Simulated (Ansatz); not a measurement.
Cost and result by functional for the adsorption energy of O on the 1x1 (110) surface of zinc-blende GaAs (cut with top plane As + Ga), one in a 2x1 cell, started at the site 'top As', in Ansatz (plane waves, PAW). Single points on the PBE structure, on one kind of machine; costs are rough ratios of the slab run's core time (references not counted) to the cheapest single point. r2SCAN's cost holds its higher cutoff (500 against 420 eV). Differences are taken against r2SCAN for comparison alone: no measured value is at hand, so the table doesn't rank accuracy. The points keep PBE's geometry, so the relaxation of a polaron and the settling of charge on one site are left out.

Host crystal: zinc-blende GaAs, with a band gap (PBE, scalar-relativistic without spin-orbit coupling).

Set-up: 21 atoms, 8.6 Å thick at the start under the adsorbate (thin: gaps and levels are the slab's own); mesh 3x4x1; 0.01 eV smearing; dipole correction on; 8 atoms held, the rest relaxed; symmetry of the start imposed; spin-polarised, no spin-orbit, no U, no dispersion correction. The starting moment vanished. At the end it is bonded to As. In PBE it is, or lies within 0.03 eV of, the lowest of the starts that converged. These notes are the PBE run's. r2SCAN: The program's check for a lower electronic state was not made. Adsorption energies are against ½ O2(g). A negative adsorption energy means that the adsorbate is more stable on the surface than in its reference.

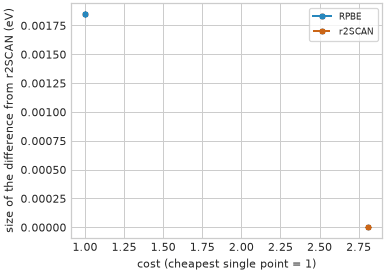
Fig. 1. Difference from r2SCAN against cost

```
functional                     relative cost  adsorption energy (eV)  less r2SCAN (eV)
-----------------------------  -------------  ----------------------  ----------------
RPBE                                       1                   -0.44              0.00
r2SCAN                                     3                   -0.44              0.00
PBE (the relaxed run's value)              –                   -0.55             -0.10
```

The values span 0.11 eV, while the single points' costs differ by a factor of roughly 3. Differences are of unrounded values.

Ansatz is a first-principles code.
